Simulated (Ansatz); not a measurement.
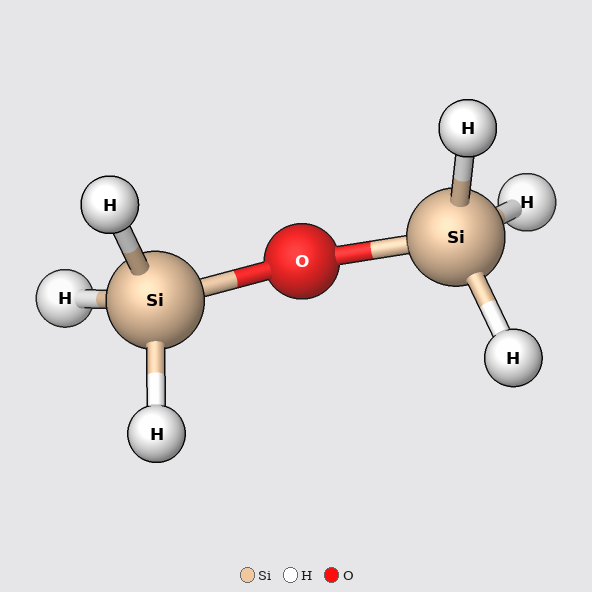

A ball-and-stick model of a molecule.

The geometry was computed by an optimisation with PBE0-D4/def2-TZVP.

Question: Which formula does it have?

Answer: H6OSi2, 9 atoms: 6 hydrogen, 1 oxygen and 2 silicon.

Question: How many bonds of each kind are drawn?

Answer: 6 Si–H, 2 O–Si. Sticks follow a distance rule.

More results for the same structure follow; atom numbers are the same in all pictures, views and colours differ.

Vibrations

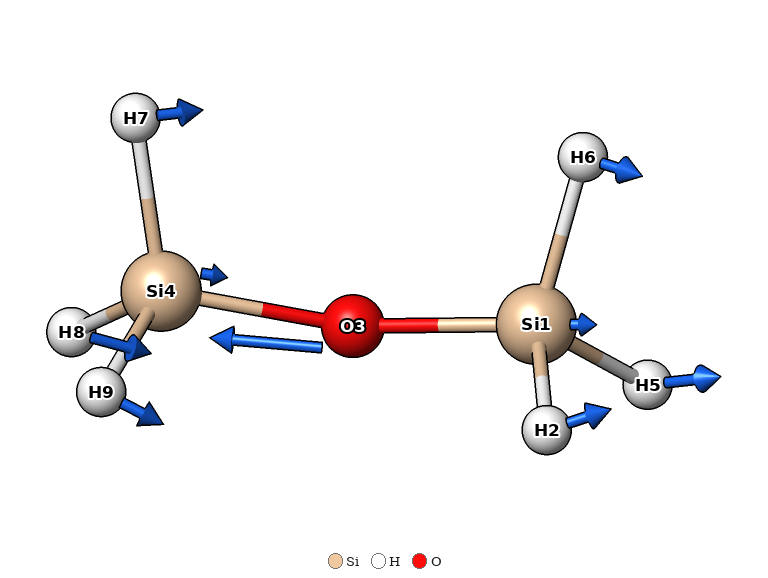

The arrows show one normal mode. Harmonic vibrations computed with RKS PBE0-D4/def2-TZVP (Ansatz 0.2.0) at a stationary point of the same level.

Question: What kind of motion is it?

Answer: Mostly out-of-phase stretching of 2 O–Si bonds.

Question: At what wavenumber does it lie?

Answer: 1136 cm⁻¹; it is mode 15 of 21 counted from the lowest.

Electronic properties

Properties computed with RKS PBE0-D4/def2-TZVP (Ansatz 0.2.0).

Question: Estimate the dispersion correction.

Answer: −13.0 kJ/mol.

Question: What is the dipole moment?

Answer: 0.28 D.

Charges

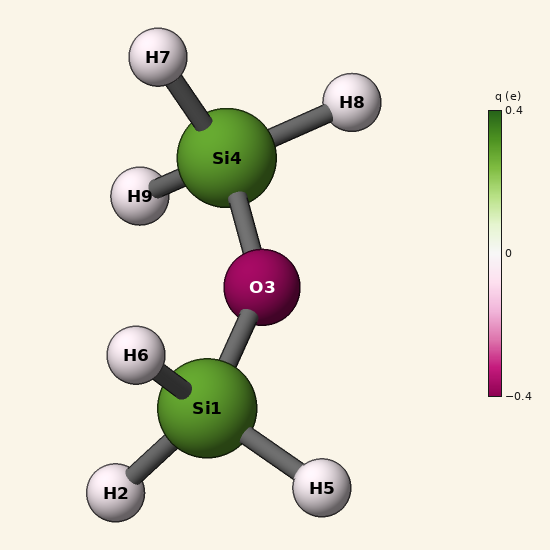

Atoms are coloured by their Mulliken charges. Method: RKS PBE0-D4/def2-TZVP (Ansatz 0.2.0).

Give the Mulliken charges atom by atom.

```
atom  value (e)
 Si1       0.28
  H2      −0.03
  O3      −0.37
 Si4       0.28
  H5      −0.03
  H6      −0.03
  H7      −0.03
  H8      −0.03
  H9      −0.03
```

Mulliken values depend strongly on the basis set and can even reverse the polarity of a bond.
